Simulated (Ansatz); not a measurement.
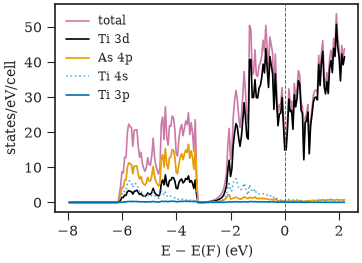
Total and projected density of states of Ti3As in space group P4_2/n (No. 86; Ti on 8g, Ti on 8g, Ti on 8g, As on 8g), plane-wave PAW r²SCAN (Ansatz code)

Which orbitals carry the states next to the Fermi level?

Within 0.5 eV of the Fermi level: Ti 3d 90 %. Projections are on Löwdin-orthogonalised atomic valence shells; empty p or d shells of many metals are not among them.

Where is the tallest occupied peak in this window, and what makes it?

Near -0.7 eV, about 50 states/eV per cell; the largest projected share is Ti 3d.

The workflow started from a Materials Project entry (that database holds measured and hypothetical structures alike); the Crystallography Open Database copy checked does not list it. Its standing as an ambient phase is unchecked. Symmetry was held in the r²SCAN relaxation; its stability against distortions is not shown here. No spin polarisation was allowed. Scalar-relativistic: spin–orbit coupling is off unless named, which matters more the heavier the elements.

Potentials: the later of the program's two PAW sets.
